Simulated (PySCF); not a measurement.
**S2F2 (Thio-thionyl fluoride): FCI/STO-3G**

What is the vertical ionisation energy of S2F2 (Thio-thionyl fluoride) at FCI/STO-3G? The job is set up through a Python script.

The calculation is run with PySCF 2.14.0.

8 further runs of the same task are left out: 8 set aside as unsound or not needed.

**1. The molecule**

S2F2 has 4 atoms, charge 0, and is taken as a singlet. SMILES: `FS(F)=S`. The coordinates come from a GFN2-xTB relaxation.

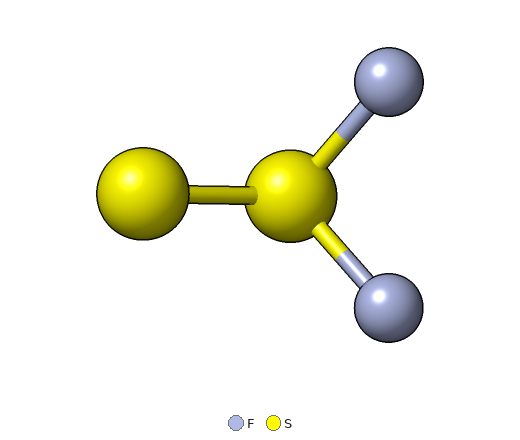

Viewed from a chosen angle; fluorine light blue, sulfur yellow.

**2. A single-point energy at FCI/STO-3G**

The input, input.py:

```python
# Thio-thionyl fluoride
from pyscf import gto, mcscf
from pyscf import fci

mol = gto.Mole()
mol.atom = '''
F      1.448683     0.645606     2.337761
S     -0.972661    -0.138366     0.436583
F      0.629335    -2.699512    -0.550987
S     -1.105376     2.192252    -2.223357
'''
mol.max_memory = 1860
mol.verbose = 3
mol.spin = 0
mol.basis = 'sto-3g'
mol.unit = 'bohr'
mol.build()

mf = mol.RHF()
mf.conv_tol = 1e-10
mf.kernel()
if not mf.converged:
    mf = mf.newton().run(mf.mo_coeff, mf.mo_occ)

cas = mcscf.CASCI(mf, mf.mo_coeff.shape[-1] - 12, (mol.nelec[0] - 12, mol.nelec[1] - 12))  # full CI above the frozen core
cas.fcisolver = fci.direct_spin0.FCI(mol)  # even spin states alone
cas.kernel()
print('<S^2> = %.4f' % cas.fcisolver.spin_square(cas.ci, cas.ncas, cas.nelecas)[0])
e_final = cas.e_tot
print(f'total energy: {e_final:.8f} hartree')
```

The run is started by

```bash
$ OMP_NUM_THREADS=1 python input.py
```

Log:

```text
converged SCF energy = -982.243348500947
CASCI E = -982.385461889470  E(CI) = -129.173956368638  S^2 = 0.0000000
<S^2> = 0.0000
total energy: -982.38546189 hartree
```

It took 14 s on 1 thread of Arm Neoverse V1, shared host; peak memory 0.19 GiB.

**3. The doublet cation at the same level**

The input, input.py:

```python
from pyscf import gto, scf, mcscf

molecule = gto.Mole()
molecule.atom = [
    ('F', (0.766610, 0.341640, 1.237090)),
    ('S', (-0.514710, -0.073220, 0.231030)),
    ('F', (0.333030, -1.428520, -0.291570)),
    ('S', (-0.584940, 1.160090, -1.176550)),
]
molecule.charge = 1
molecule.max_memory = 1860
molecule.spin = 1
molecule.verbose = 4
molecule.basis = 'sto-3g'
molecule.build()

calc0 = scf.ROHF(molecule)
calc0.conv_tol = 1e-10
calc0.kernel()
if not calc0.converged:
    calc0 = calc0.newton().run(calc0.mo_coeff, calc0.mo_occ)

cas = mcscf.CASCI(calc0, calc0.mo_coeff.shape[-1] - 12, (molecule.nelec[0] - 12, molecule.nelec[1] - 12))  # full CI above the frozen core
cas.fix_spin_(ss=0.75)
cas.kernel()
e_tot = cas.e_tot
print(f'total energy: {e_tot:.8f} hartree')
```

The run is started by

```bash
$ OMP_NUM_THREADS=1 python input.py
```

Log:

```text
PySCF version 2.14.0

[INPUT] num. atoms = 4
[INPUT] num. electrons = 49
[INPUT] charge = 1
[INPUT] spin (= nelec alpha-beta = 2S) = 1
[INPUT] symmetry False subgroup None
[INPUT] Mole.unit = angstrom
[INPUT] Symbol           X                Y                Z      unit          X                Y                Z       unit  Magmom
[INPUT]  1 F      0.766610000000   0.341640000000   1.237090000000 AA    1.448682944353   0.645606033196   2.337761291438 Bohr   0.0
[INPUT]  2 S     -0.514710000000  -0.073220000000   0.231030000000 AA   -0.972660933575  -0.138365746841   0.436583426558 Bohr   0.0
[INPUT]  3 F      0.333030000000  -1.428520000000  -0.291570000000 AA    0.629335491264  -2.699511563464  -0.550987446139 Bohr   0.0
[INPUT]  4 S     -0.584940000000   1.160090000000  -1.176550000000 AA   -1.105376399303   2.192252379847  -2.223357271857 Bohr   0.0

[... 50 lines left out ...]
converged SCF energy = -982.068288854637
[... 1 line left out ...]
******** <class 'pyscf.mcscf.casci.CASCI'> ********
CAS (13e+12e, 16o), ncore = 12, nvir = 0
natorb = False
canonicalization = True
sorting_mo_energy = False
******** <class 'pyscf.fci.addons.SpinPenaltyFCISolver'> ********
max. cycles = 200
conv_tol = 1e-08
davidson only = True
linear dependence = 1e-12
level shift = 0.001
max iter space = 12
nroots = 1
pspace_size = 400
spin = None
Density matrix diagonal elements [1.99752524 1.99759808 1.9935908  1.98260152 1.98836779 1.95440019
 1.98959484 1.99564927 1.96297087 1.94257838 1.95941284 1.94533513
 1.01446907 0.12078838 0.10040043 0.05471715]
CASCI converged
CASCI E = -982.208558225583  E(CI) = -128.993459297336  S^2 = 0.7500000
total energy: -982.20855823 hartree
```

Run time: 1.7 min. Hardware: 1 thread of Arm Neoverse V1, shared host; peak memory 0.34 GiB.

**4. Summary of results**

At FCI/STO-3G, 12 core orbitals frozen:

```
                                                    quantity          value
                                  singlet S2F2: total energy  -982.38546 Eh
          singlet S2F2: dipole moment (Hartree–Fock density)         2.22 D
           singlet S2F2: HOMO energy (Hartree–Fock orbitals)       -5.78 eV
           singlet S2F2: LUMO energy (Hartree–Fock orbitals)        6.63 eV
         singlet S2F2: HOMO–LUMO gap (Hartree–Fock orbitals)       12.41 eV
  singlet S2F2: correlation energy (12 core orbitals frozen)     -142.1 mEh
                                doublet cation: total energy  -982.20856 Eh
doublet cation: correlation energy (12 core orbitals frozen)     -140.3 mEh
          vertical ionisation energy (to the doublet cation)       4.814 eV
```

What this shows: The vertical ionisation energy comes to 4.81 eV (464 kJ/mol). In a minimal basis such a difference can be off by several eV, whatever the method.
